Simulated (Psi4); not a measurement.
# BHClO (SMILES O[B]Cl) at UB3LYP/6-31G(d) (spherical functions)

What is the vertical ionisation energy of BHClO at UB3LYP/6-31G* (spherical functions)? 

The results are computed with Psi4 1.11.

### 1 The system as given

The species is BHClO (4 atoms), meant as a doublet with charge 0. SMILES: `O[B]Cl`. The shape is that of a PBE0-D4/def2-TZVP optimisation.

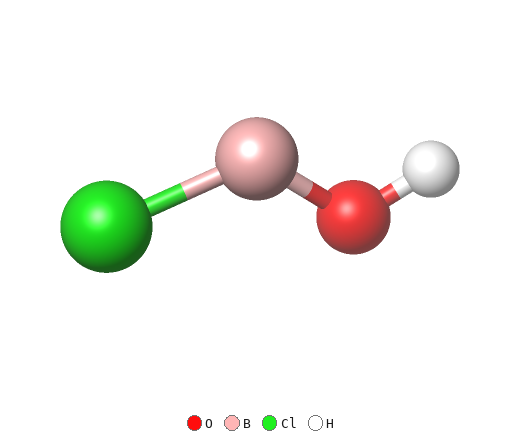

Viewed from a chosen angle; oxygen red, boron pink, chlorine green, hydrogen white.

### 2 The energy at UB3LYP/6-31G(d) (spherical functions)

Input file bclho.inp:

```
memory 1600 mb

molecule {
  0 2
  O
  B 1 R2
  Cl 2 R3 1 A3
  H 1 R4 2 A4 3 D4

  R2 = 1.334456
  R3 = 1.739884
  A3 = 122.18514
  R4 = 0.96125
  A4 = 113.5407
  D4 = -179.99924
  units angstrom
  symmetry c1
}

set basis 6-31G*
set reference uks
set puream true
set e_convergence 1e-09
set d_convergence 1e-08
set scf_type pk
set dft_radial_points 99
set dft_spherical_points 590
set maxiter 200

e, wfn = energy('b3lyp', return_wfn=True)
oeprop(wfn, 'DIPOLE', 'MAYER_INDICES', 'WIBERG_LOWDIN_INDICES', title='B3LYP')
print_variables()
```

Launch:

```console
$ psi4 -i bclho.inp -o bclho.out -n 1
```

bclho.out (excerpt; [...] marks lines left out):

```text
[...]
  Running in c1 symmetry.
[...]
  Nuclear repulsion =   76.699726477009847
[...]
  Multiplicity = 2
[...]
  Nalpha       = 16
  Nbeta        = 15
[...]
    Number of basis functions: 48
[...]
   @UKS iter   1:  -560.74409053442059   -1.49138e-01   1.21464e-02 DIIS/ADIIS
[...]
   @UKS iter  12:  -560.87726702561304   -4.20641e-12   9.81364e-09 DIIS
[...]
   @S^2 Observed:                7.517005709E-01
[...]
    Orbital Energies [Eh]
    ---------------------
    Alpha Occupied:
       1A   -101.526535     2A    -19.196666     3A     -9.460665
       4A     -7.221569     5A     -7.215552     6A     -7.214686
       7A     -6.832036     8A     -1.068120     9A     -0.842766
      10A     -0.597691    11A     -0.453656    12A     -0.442651
      13A     -0.404699    14A     -0.339386    15A     -0.333783
      16A     -0.205348
    Alpha Virtual:
      17A     -0.011828    18A      0.054579    19A      0.131558
      20A      0.223711    21A      0.351647    22A      0.404900
      23A      0.404953    24A      0.430618    25A      0.465542
[...]
  @UKS Final Energy:  -560.87726702561304
   => Energetics <=
    Nuclear Repulsion Energy =             76.6997264770098468
    One-Electron Energy =                -924.9665546439308628
    Two-Electron Energy =                 320.7097710139487390
    DFT Exchange-Correlation Energy =     -33.3202098726407812
    Empirical Dispersion Energy =           0.0000000000000000
    VV10 Nonlocal Energy =                  0.0000000000000000
    Total Energy =                       -560.8772670256130368
[...]
 Multipole Moments:
 ------------------------------------------------------------------------------------
     Multipole            Electronic (a.u.)      Nuclear  (a.u.)        Total (a.u.)
 ------------------------------------------------------------------------------------
 L = 1.  Multiply by 2.5417464519 to convert [e a0] to [Debye]
 Dipole X            :         -0.0000038            0.0000111            0.0000073
 Dipole Y            :         -0.6525774            1.4294584            0.7768810
 Dipole Z            :          1.7489982           -2.3284088           -0.5794106
 Magnitude           :                                                    0.9691546
[...]
```

Wall time 5.1 s (1 thread of AMD EPYC 9R45 (Zen 5), shared host); peak memory 0.49 GiB.

### 3 The singlet cation: energy and forces at B3LYP/6-31G(d) (spherical functions)

Input file calc.py:

```python
import psi4

psi4.set_memory('1600 MB')
psi4.set_num_threads(1)
psi4.set_output_file('psi4.out', False)

geom = psi4.geometry("""
1 1
O      1.03103457     0.36112666    -1.11361561
B     -0.81239326     0.12396603     0.59072839
Cl    -1.05295540    -2.50048561     2.55661047
H      0.93919388     1.90144243    -2.07208470
units au
symmetry c1
no_reorient
no_com
""")

options = {'basis': '6-31G*', 'puream': True, 'e_convergence': 1e-09, 'd_convergence': 1e-08, 'scf_type': 'pk', 'dft_radial_points': 99, 'dft_spherical_points': 590}
psi4.set_options(options)

energy_value, wavefunction = psi4.gradient("b3lyp", return_wfn=True)
psi4.oeprop(wavefunction, "DIPOLE", "WIBERG_LOWDIN_INDICES", "QUADRUPOLE", title="B3LYP")
print('gradient / Eh bohr^-1')
print(energy_value.np.round(6))
print(f'energy = {wavefunction.energy():.10f} Eh')
```

Launch:

```console
$ python calc.py
```

psi4.out (excerpt; [...] marks lines left out):

```text
[...]
  Running in c1 symmetry.
[...]
  Nuclear repulsion =   76.699725498515349
[...]
  Multiplicity = 1
[...]
  Nalpha       = 15
  Nbeta        = 15
[...]
    Number of basis functions: 48
[...]
   @RKS iter   1:  -560.41924131726455    1.75711e-01   1.20144e-02 ADIIS/DIIS
[...]
   @RKS iter  11:  -560.56151651644575   -3.52429e-12   8.10703e-09 DIIS
[...]
  @RKS Final Energy:  -560.56151651644575
   => Energetics <=
    Nuclear Repulsion Energy =             76.6997254985153489
    One-Electron Energy =                -915.9911715688926961
    Two-Electron Energy =                 311.7433747293615625
    DFT Exchange-Correlation Energy =     -33.0134451754299718
    Empirical Dispersion Energy =           0.0000000000000000
    VV10 Nonlocal Energy =                  0.0000000000000000
    Total Energy =                       -560.5615165164457494
[...]
  -Total Gradient:
     Atom            X                  Y                   Z
    ------   -----------------  -----------------  -----------------
       1        0.060965902163    -0.024628190495    -0.034537282256
       2       -0.069225150655     0.089323666255    -0.002032024244
       3        0.021143498900    -0.047596865483     0.014277196130
       4       -0.012870274929    -0.017094829447     0.022277856586
[...]
 Multipole Moments:
 ------------------------------------------------------------------------------------
     Multipole            Electronic (a.u.)      Nuclear  (a.u.)        Total (a.u.)
 ------------------------------------------------------------------------------------
 L = 1.  Multiply by 2.5417464519 to convert [e a0] to [Debye]
 Dipole X            :         12.0264121          -12.7747377           -0.7483256
 Dipole Y            :         37.5071197          -37.0979695            0.4091502
 Dipole Z            :        -35.0896742           35.4350104            0.3453362
 Magnitude           :                                                    0.9201370
 L = 2.  Multiply by 1.3450342976 to convert [e a0^2] to [Debye ang]
 Quadrupole XX       :        -46.1351314           31.5344137          -14.6007177
 Quadrupole XY       :        -48.2751798           49.0202469            0.7450670
[...]
```

The script printed:

```text
gradient / Eh bohr^-1
[[ 0.060966 -0.024628 -0.034537]
 [-0.069225  0.089324 -0.002032]
 [ 0.021143 -0.047597  0.014277]
 [-0.01287  -0.017095  0.022278]]
energy = -560.5615165164 Eh
```

Run time: 3.9 s. Hardware: 1 thread of AMD EPYC 9R45 (Zen 5), shared host; peak memory 0.49 GiB.

### 4 What came out

Level: UB3LYP/6-31G* (spherical functions).

| quantity | value |
| --- | --- |
| doublet BHClO: total energy | -560.87727 Eh |
| doublet BHClO: dipole moment | 2.46 D |
| doublet BHClO: HOMO energy (highest over α and β) | -5.59 eV |
| doublet BHClO: LUMO energy (lowest over α and β) | -1.56 eV |
| doublet BHClO: ⟨S²⟩ | 0.752 |
| singlet cation: total energy | -560.56152 Eh |
| singlet cation: HOMO energy | -16.30 eV |
| singlet cation: LUMO energy | -11.35 eV |
| singlet cation: HOMO–LUMO gap | 4.95 eV |
| singlet cation: largest force on an atom | 5.812 eV/Å |
| vertical ionisation energy (to the singlet cation) | 8.592 eV |

In words: Removing an electron at fixed nuclei costs 8.59 eV (829 kJ/mol). Only the singlet of the ionised species was computed; a triplet could lie lower.
